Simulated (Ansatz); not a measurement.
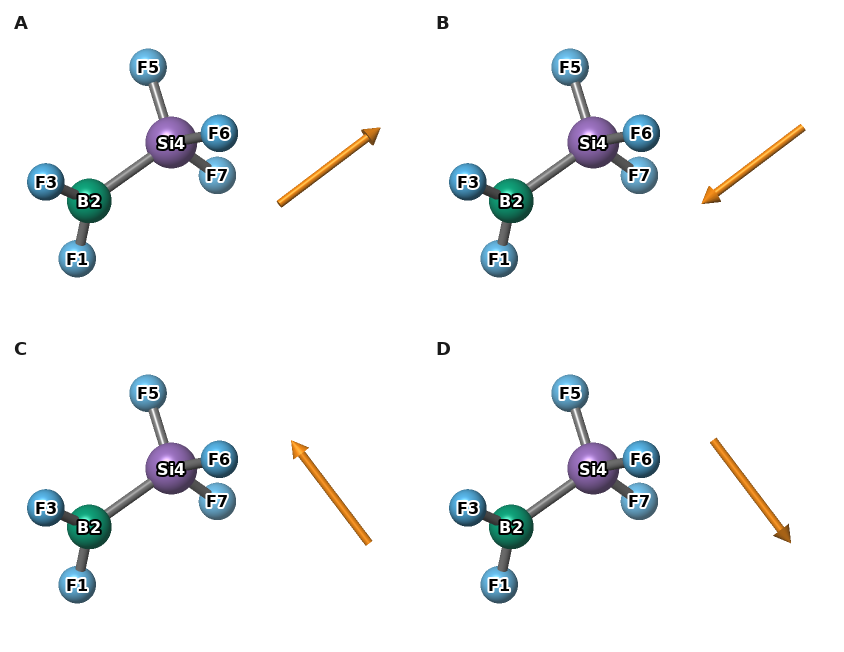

The same molecule four times, each with an arrow. Computed geometry: PBE-D4/def2-SVP optimisation. No frequency run is at hand to confirm it as a minimum. Level of theory: RKS PBE-D4/def2-SVP (Ansatz 0.2.0).

**Which arrow points along the dipole moment, from the negative to the positive end?**

B. The dipole moment is 1.09 D; it points from the side of F5, F6, F7 to the side of F1, F3 (the outermost atoms at the two ends).
